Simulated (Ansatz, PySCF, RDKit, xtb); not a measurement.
# CH5GaSe: ranking a sample of isomers, part 2 of 2

A sample of isomers of CH5GaSe is drawn. Aim: find which of them has the lowest free energy at 298.15 K, then its properties. The sample is small against all isomers, and the most stable one of this formula need not be in it. One structure proposed beforehand is put among the starts (marked given), to see whether the search confirms or beats it.

xtb, Ansatz and PySCF; isolated molecules. Earlier steps stand in the parts before.

## 13. The ranking

Energies in kcal/mol from c116a; G adds the thermal terms to the CCSD(T)/def2-SVP + MP2/def2-TZVPP - MP2/def2-SVP energy. The columns left of the relaxed level are at the tight-binding geometries.

```
label           SMILES     spin  GFN2-xTB  HF/STO-3G  r2SCAN-D4/def2-SVP  PBE0-D4/def2-SVP  HF/def2-SVP  MP2/def2-SVP  CCSD(T)/def2-SVP + MP2/def2-TZVPP - MP2/def2-SVP     G  share at equilibrium     T1
c116a  [CH3][GaH][SeH]  singlet       0.0        0.0                 0.0               0.0          0.0           0.0                                               0.0   0.0                57.4 %  0.010
c116b  [CH3][GaH][SeH]  singlet       0.0        0.1                 0.3               0.0         -0.1           0.0                                               0.1   0.2                42.6 %  0.010
c993a      C[Se][GaH2]  singlet       2.9        5.9                11.4              11.0         11.7          12.5                                              11.2  12.0               < 0.1 %  0.011
```

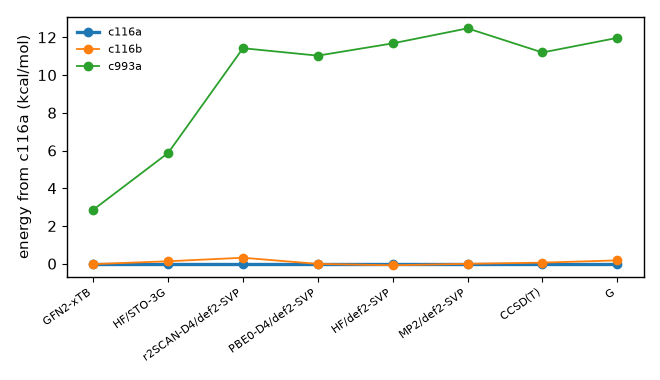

The finalists at each level, measured from c116a.

Lowest found: c116a, `[CH3][GaH][SeH]`, a singlet of point group Cs. Bond lengths: C1–Ga2 1.961 Å, Ga2–Se3 2.330 Å, C1–H4 1.102 Å, C1–H5 1.102 Å, C1–H6 1.099 Å, Ga2–H7 1.567 Å, Se3–H8 1.472 Å. Angles: C1–Ga2–Se3 120.4°, C1–Ga2–H7 126.1°, Se3–Ga2–H7 113.5°, Ga2–C1–H4 109.8°, Ga2–C1–H5 109.8°, Ga2–C1–H6 112.3°, Ga2–Se3–H8 93.8°, H4–C1–H5 107.3°, H4–C1–H6 108.8°, H5–C1–H6 108.8°.

```xyz
8

C    -3.0473   -1.6550    0.4139
Ga   -2.6145    0.1655    0.9994
Se   -0.6064    0.6038    2.0965
H    -3.2040   -1.6692   -0.6765
H    -3.9874   -1.9850    0.8840
H    -2.2549   -2.3732    0.6663
H    -3.5120    1.4349    0.8055
H    -0.1556   -0.7959    2.0401
```

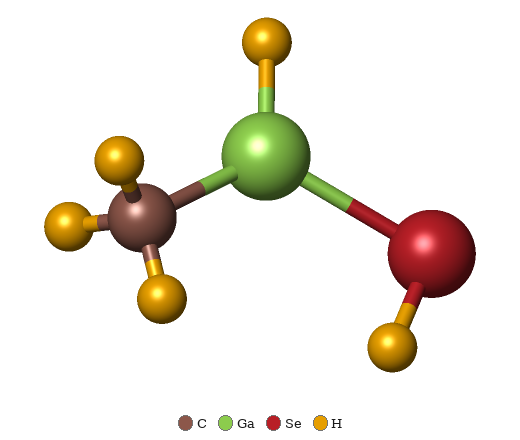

The lowest structure found, seen from a chosen angle (carbon brown, gallium green, selenium red, hydrogen amber).

## 14. Density, orbitals and dipole (PBE0/def2-TZVPD)

input.yaml

```yaml
crystal:
  periodic: [false, false, false]
  atoms:
    - {symbol: C, position_ang: [-3.047346, -1.655019, 0.413852]}
    - {symbol: Ga, position_ang: [-2.614536, 0.165457, 0.999444]}
    - {symbol: Se, position_ang: [-0.606444, 0.603833, 2.096533]}
    - {symbol: H, position_ang: [-3.204029, -1.669235, -0.676512]}
    - {symbol: H, position_ang: [-3.987394, -1.984977, 0.884049]}
    - {symbol: H, position_ang: [-2.254909, -2.373238, 0.666329]}
    - {symbol: H, position_ang: [-3.511964, 1.434923, 0.805495]}
    - {symbol: H, position_ang: [-0.155586, -0.795946, 2.040135]}
basis:
  gaussian: {orbitals: def2-TZVPD}
hamiltonian: {xc: {name: PBE0}}
output: {forces: true, orbitals: {seedname: orbitals}}
```

Command:

```sh
$ ansatz run input.yaml --threads 2 --pin off --max-ram 5220MiB --events-out events.jsonl --progress --plain --runs-dir runs
```

The program printed, shortened:

```text
Warning: RAYON_NUM_THREADS=2 ignored (pool sized by the plan → 2); use --threads N
Functional definition: PBE0
  name "PBE0"
[...]
1306 factors; their error is unknown
[...]
mean field -118831.71173248 eV, -4366.9848591414 hartree, gradient 3.6e-5 eV, S^2 0.000000; 0 other end points of the search recorded, 0 dependent functions left out
[...]
reference -118831.71177650 eV, -4366.9848607591 hartree; 38, 38 occupied and 155, 155 virtual orbitals, 1306 factors
[...]
Atom 3 at    -3.204029    -1.669235    -0.676512 Å, force     0.039132     0.000946     0.276689 eV/Å
Atom 4 at    -3.987394    -1.984977     0.884049 Å, force     0.238578     0.081321    -0.120653 eV/Å
Atom 5 at    -2.254909    -2.373238     0.666329 Å, force    -0.212980     0.197539    -0.066948 eV/Å
Atom 6 at    -3.511964     1.434923     0.805495 Å, force     0.007349    -0.008676     0.001928 eV/Å
Atom 7 at    -0.155586    -0.795946     2.040135 Å, force    -0.019760     0.057948     0.001694 eV/Å
Dipole moment:    -0.193530    -0.280651    -0.153921 e Å
```

It took 9 s on 2 threads of Arm Neoverse V1, shared host; peak memory 0.58 GiB.

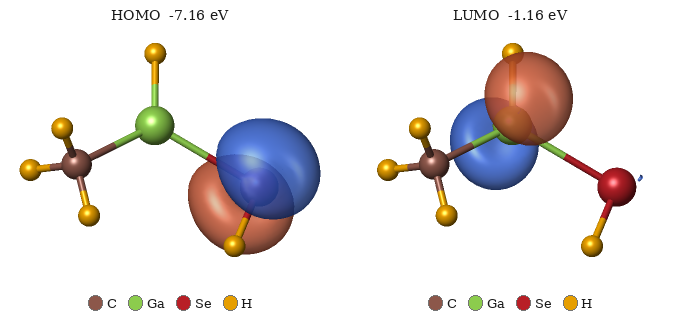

Frontier orbitals of this run, surfaces at ±0.2 Å^-3/2.

## 15. Frequencies after a tight-binding relaxation (GFN2-xTB)

start.xyz

```xyz
8
c116a
C     -3.047346    -1.655019     0.413852
Ga    -2.614536     0.165457     0.999444
Se    -0.606444     0.603833     2.096533
H     -3.204029    -1.669235    -0.676512
H     -3.987394    -1.984977     0.884049
H     -2.254909    -2.373238     0.666329
H     -3.511964     1.434923     0.805495
H     -0.155586    -0.795946     2.040135
```

Command:

```sh
$ xtb start.xyz --gfn 2 --ohess tight
```

The program printed, shortened:

```text
[...]
         ::                     SUMMARY                     ::
         :::::::::::::::::::::::::::::::::::::::::::::::::::::
         :: total energy              -9.063491563332 Eh    ::
         :: gradient norm              0.000039854835 Eh/a0 ::
         :: HOMO-LUMO gap              3.955107187896 eV    ::
         ::.................................................::
         :: SCC energy                -9.130874188680 Eh    ::
         :: -> isotropic ES            0.015476265089 Eh    ::
         :: -> anisotropic ES         -0.001171615264 Eh    ::
         :: -> anisotropic XC          0.001996262597 Eh    ::
         :: -> dispersion             -0.003948241773 Eh    ::
         :: repulsion energy           0.067382625348 Eh    ::
         :: add. restraining           0.000000000000 Eh    ::
         :: total charge               0.000000000000 e     ::
         :::::::::::::::::::::::::::::::::::::::::::::::::::::
[...]
          | TOTAL ENERGY               -9.063491563332 Eh   |
          | TOTAL ENTHALPY             -9.009746832197 Eh   |
          | TOTAL FREE ENERGY          -9.049761642225 Eh   |
          | GRADIENT NORM               0.000039856542 Eh/α |
[...]
```

It took 0.12 s on 2 threads of Arm Neoverse V1, shared host.

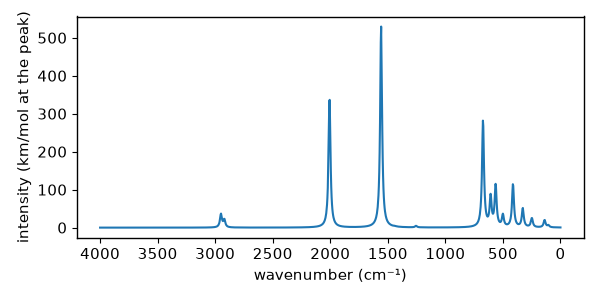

Harmonic infrared spectrum, unscaled, lines broadened by 10 cm⁻¹.

## 16. Electronic excitations (TD-CAM-B3LYP/def2-SVPD)

An in-house driver calls PySCF's response routines at TD-CAM-B3LYP/def2-SVPD; it has no typed input.

The program printed:

```text
coarse grid: 32288 points
cycle   1  E = -4367.1518980334  dE = -1.381e+00  |g| = 5.528e-01  |ddm| = 3.056e+00
cycle   2  E = -4367.1537135894  dE = -1.816e-03  |g| = 6.089e-01  |ddm| = 1.067e+00
cycle   3  E = -4367.2034560934  dE = -4.974e-02  |g| = 4.717e-02  |ddm| = 5.762e-01
cycle   4  E = -4367.2037819701  dE = -3.259e-04  |g| = 9.722e-03  |ddm| = 5.445e-02
cycle   5  E = -4367.2038190072  dE = -3.704e-05  |g| = 4.672e-03  |ddm| = 2.320e-02
cycle   6  E = -4367.2038242194  dE = -5.212e-06  |g| = 7.447e-04  |ddm| = 5.981e-03
final grid: 64432 points
cycle   7  E = -4367.2037742795  dE = -1.629e-07  |g| = 6.528e-04  |ddm| = 2.315e-03
cycle   8  E = -4367.2037742866  dE = -7.148e-09  |g| = 6.775e-04  |ddm| = 1.460e-03
cycle   9  E = -4367.2037744060  dE = -1.194e-07  |g| = 4.986e-05  |ddm| = 7.578e-04
cycle  10  E = -4367.2037744067  dE = -6.476e-10  |g| = 1.762e-05  |ddm| = 5.624e-05
converged SCF energy = -4367.2037744067

Static polarisability (au): isotropic 73.199, principal 57.838 70.642 91.118

Singlet excitations
state   eV       nm        f      main configurations
  1   5.2735    235.1   0.06760   H->L 0.93
  2   5.5409    223.8   0.00049   H-1->L 0.91
  3   5.6551    219.2   0.01564   H->L+2 0.52, H->L+1 0.26
  4   5.9086    209.8   0.03086   H-2->L 0.80, H->L+1 0.14
  5   5.9251    209.3   0.03906   H->L+1 0.37, H->L+2 0.24, H-2->L 0.16
  6   6.7825    182.8   0.07913   H-1->L+1 0.61, H-1->L+2 0.26
  7   7.0396    176.1   0.02050   H->L+3 0.70, H->L+1 0.17
  8   7.2227    171.7   0.28061   H-1->L+2 0.50, H-1->L+1 0.30

Triplet excitations (Tamm-Dancoff, eV): 4.4802 5.1834 5.2493
```

It took 11 s on 2 threads of Arm Neoverse V1, shared host.

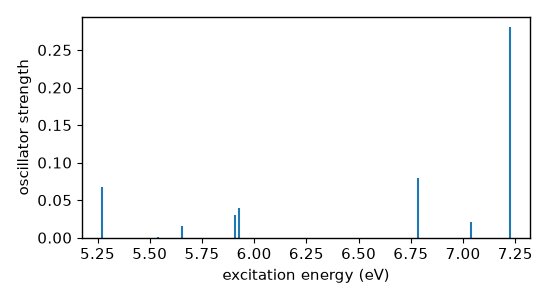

Vertical excitations as sticks.

The roots found:

```
excited state  energy (eV)  strength
            1        5.274    0.0676
            2        5.541    0.0005
            3        5.655    0.0156
            4        5.909    0.0309
            5        5.925    0.0391
            6        6.782    0.0791
            7        7.040    0.0205
            8        7.223    0.2806
```

## 17. NMR shieldings (GIAO PBE0/pcSseg-1)

An in-house driver calls PySCF's response routines at GIAO PBE0/pcSseg-1; it has no typed input.

The program printed:

```text
coarse grid: 32288 points
cycle   1  E = -4366.4048610234  dE = -1.523e+00  |g| = 1.180e+00  |ddm| = 2.719e+00
cycle   2  E = -4366.3498646706  dE =  5.500e-02  |g| = 1.213e+00  |ddm| = 1.120e+00
cycle   3  E = -4366.5015699334  dE = -1.517e-01  |g| = 1.948e-01  |ddm| = 7.641e-01
cycle   4  E = -4366.5054804986  dE = -3.911e-03  |g| = 3.721e-02  |ddm| = 1.181e-01
cycle   5  E = -4366.5055907393  dE = -1.102e-04  |g| = 6.813e-03  |ddm| = 2.819e-02
cycle   6  E = -4366.5056019033  dE = -1.116e-05  |g| = 2.116e-03  |ddm| = 1.036e-02
cycle   7  E = -4366.5056032115  dE = -1.308e-06  |g| = 4.579e-04  |ddm| = 2.392e-03
final grid: 64432 points
cycle   8  E = -4366.5055662909  dE = -2.516e-08  |g| = 4.755e-04  |ddm| = 1.180e-03
cycle   9  E = -4366.5055662773  dE =  1.358e-08  |g| = 5.503e-04  |ddm| = 1.010e-03
cycle  10  E = -4366.5055663553  dE = -7.802e-08  |g| = 5.817e-05  |ddm| = 5.097e-04
cycle  11  E = -4366.5055663559  dE = -5.748e-10  |g| = 1.083e-05  |ddm| = 4.600e-05
converged SCF energy = -4366.5055663559

GIAO shielding tensors (ppm)
atom      isotropic    diamagn.    paramagn.     s11        s22        s33       span
  0 C      180.465     254.436     -73.971    168.531    180.098    192.766     24.235
  1 Ga    1097.214    2637.308   -1540.093    900.380   1087.969   1303.295    402.915
  2 Se    1876.047    3002.568   -1126.521   1475.277   2026.705   2126.160    650.883
  3 H       30.742      30.373       0.369     26.351     27.240     38.635     12.284
  4 H       30.742      25.597       5.146     26.352     27.240     38.635     12.283
  5 H       30.835      32.224      -1.389     25.661     29.978     36.866     11.204
  6 H       25.053      27.340      -2.287     19.600     20.054     35.507     15.908
  7 H       29.604      31.421      -1.817     21.138     25.610     42.064     20.925
```

Wall time 7.2 s (2 threads of Arm Neoverse V1, shared host); peak memory 0.63 GiB.

Isotropic shieldings, averaged over atoms that the bond graph makes equivalent (absolute, not shifts; non-relativistic, which misses 10 ppm and more beside bromine and heavier atoms):

```
     atoms  shielding (ppm)
        C1            180.5
       Ga2           1097.2
       Se3           1876.0
H4, H5, H6            30.77
        H7            25.05
        H8            29.60
```

## 18. The cation at the same geometry (PBE0/def2-TZVPD)

input.yaml: that of step 14 with these lines changed.

```diff
@@ -12,4 +12,9 @@
 basis:
-  gaussian: {orbitals: def2-TZVPD}
-hamiltonian: {xc: {name: PBE0}}
-output: {forces: true, orbitals: {seedname: orbitals}}
+  gaussian:
+    orbitals: def2-TZVPD
+hamiltonian:
+  xc: pbe0
+total_charge: 1
+magnetization:
+  spin_polarized: true
+  initial_magnetization: 1
```

Command:

```sh
$ ansatz run input.yaml --threads 2 --pin off --max-ram 5220MiB --events-out events.jsonl --progress --plain --runs-dir runs
```

The program printed, shortened:

```text
Warning: RAYON_NUM_THREADS=2 ignored (pool sized by the plan → 2); use --threads N
[... 2 set-up lines as earlier in the session ...]
[...]
1306 factors; their error is unknown
[...]
mean field -118822.41663178 eV, -4366.6432704910 hartree, gradient 7.3e-6 eV, S^2 0.754301; 5 other end points of the search recorded, 0 dependent functions left out
reference -118822.41666494 eV, -4366.6432717099 hartree; 38, 37 occupied and 155, 156 virtual orbitals, 1306 factors
Total energy: -118822.41666494 eV, -4366.6432717099 hartree
```

Wall time 28 s (2 threads of Arm Neoverse V1, shared host); peak memory 0.82 GiB.

Difference from the parent: 9.30 eV.

## 19. The anion at the same geometry (PBE0/def2-TZVPD)

input.yaml

```yaml
crystal:
  periodic: [false, false, false]
  atoms:
    - symbol: C
      position_ang: [-3.047346, -1.655019, 0.413852]
    - symbol: Ga
      position_ang: [-2.614536, 0.165457, 0.999444]
    - symbol: Se
      position_ang: [-0.606444, 0.603833, 2.096533]
    - symbol: H
      position_ang: [-3.204029, -1.669235, -0.676512]
    - symbol: H
      position_ang: [-3.987394, -1.984977, 0.884049]
    - symbol: H
      position_ang: [-2.254909, -2.373238, 0.666329]
    - symbol: H
      position_ang: [-3.511964, 1.434923, 0.805495]
    - symbol: H
      position_ang: [-0.155586, -0.795946, 2.040135]
basis:
  gaussian:
    orbitals: def2-TZVPD
total_charge: -1
magnetization:
  spin_polarized: true
  initial_magnetization: 1
hamiltonian:
  xc: {name: PBE0}
scf:
  lower_state_search: "off"
```

Command:

```sh
$ ansatz run input.yaml --threads 2 --pin off --max-ram 5220MiB --events-out events.jsonl --progress --plain --runs-dir runs
```

The program printed, shortened:

```text
Warning: RAYON_NUM_THREADS=2 ignored (pool sized by the plan → 2); use --threads N
[... 2 set-up lines as earlier in the session ...]
[...]
1306 factors; their error is unknown
[...]
mean field -118831.36557140 eV, -4366.9721379565 hartree, gradient 2.8e-6 eV, S^2 0.754193; 0 other end points of the search recorded, 0 dependent functions left out
reference -118831.36561940 eV, -4366.9721397204 hartree; 39, 38 occupied and 154, 155 virtual orbitals, 1306 factors
Total energy: -118831.36561940 eV, -4366.9721397204 hartree
Checks for a lower state left out: stability, starts, cluster_reference, orbital_swaps, neighbouring_geometries, increment
```

Run time: 17 s. Hardware: 2 threads of Arm Neoverse V1, shared host; peak memory 0.8 GiB.

Parent less the species with the added electron: -0.35 eV. The extra electron isn't bound at this geometry, so the number measures the basis, not the molecule.

## 20. The triplet at the same geometry (PBE0/def2-TZVPD)

input.yaml: that of step 19 with these lines changed.

```diff
@@ -20,11 +20,4 @@
 basis:
-  gaussian:
-    orbitals: def2-TZVPD
-total_charge: -1
-magnetization:
-  spin_polarized: true
-  initial_magnetization: 1
-hamiltonian:
-  xc: {name: PBE0}
-scf:
-  lower_state_search: "off"
+  gaussian: {orbitals: def2-TZVPD}
+magnetization: {spin_polarized: true, initial_magnetization: 2}
+hamiltonian: {xc: {name: PBE0}}
```

Command:

```sh
$ ansatz run input.yaml --threads 2 --pin off --max-ram 5220MiB --events-out events.jsonl --progress --plain --runs-dir runs
```

The program printed, shortened:

```text
Warning: RAYON_NUM_THREADS=2 ignored (pool sized by the plan → 2); use --threads N
[... 2 set-up lines as earlier in the session ...]
[...]
1306 factors; their error is unknown
[...]
mean field -118827.16147769 eV, -4366.8176403621 hartree, gradient 1.1e-5 eV, S^2 2.010082; 8 other end points of the search recorded, 0 dependent functions left out
reference -118827.16153060 eV, -4366.8176423066 hartree; 39, 37 occupied and 154, 156 virtual orbitals, 1306 factors
Total energy: -118827.16153060 eV, -4366.8176423066 hartree
```

Run time: 41 s. Hardware: 2 threads of Arm Neoverse V1, shared host; peak memory 0.87 GiB.

It lies 4.55 eV above the singlet.

## 21. What came out

This closing draws on all 2 parts.

```
                                                   quantity                                                                  value
                                     lowest structure found                                           [CH3][GaH][SeH], singlet, Cs
                                              next finalist                     [CH3][GaH][SeH], singlet, 0.2 kcal/mol higher in G
                  share at equilibrium, among the finalists                                                                 57.4 %
                                                     funnel  6 starts, 4 minima at GFN2-xTB, 6 screening runs, 3 relaxed, 3 ranked
                                       CPU time of all runs                                                                 31 min
harmonic wavenumbers, lowest and highest (PBE0-D4/def2-SVP)                                                       42 and 3183 cm⁻¹
                        rotational constants, same geometry                                          0.4369, 0.05829, 0.05193 cm⁻¹
                            dipole moment (PBE0/def2-TZVPD)                                                                 1.80 D
                              HOMO energy (PBE0/def2-TZVPD)                                                               -7.16 eV
                              LUMO energy (PBE0/def2-TZVPD)                                                               -1.16 eV
                            HOMO–LUMO gap (PBE0/def2-TZVPD)                                                                6.00 eV
                 lowest excitation (TD-CAM-B3LYP/def2-SVPD)                                                    5.27 eV (f = 0.068)
               strongest of the states computed, same level                                                    7.22 eV (f = 0.281)
        lowest triplet excitation, same level, Tamm-Dancoff                                                                4.48 eV
                                 vertical ionisation energy                                                                9.30 eV
                                 vertical electron affinity                     -0.35 eV (unbound: the value depends on the basis)
                              vertical triplet less singlet                                                               +4.55 eV
```

`[CH3][GaH][SeH]` comes out lowest. The next finalist is drawn with the same bonds. At 0.2 kcal/mol the two aren't resolved. GFN2-xTB, HF/STO-3G, r2SCAN-D4/def2-SVP, PBE0-D4/def2-SVP, HF/def2-SVP and MP2/def2-SVP already put its bonding pattern lowest among the structures in one piece. The largest share of the time went into the vibrations (43 %). The search beats the structure proposed beforehand. Lowest found is not proven lowest: the search is finite, and each finalist counts with one conformer. Only 3 drawn patterns were tried, so whole families of isomers are missing, and the result ranks this sample alone. The lowest isomer need not be the one that is made and kept in a bottle, which depends on barriers.
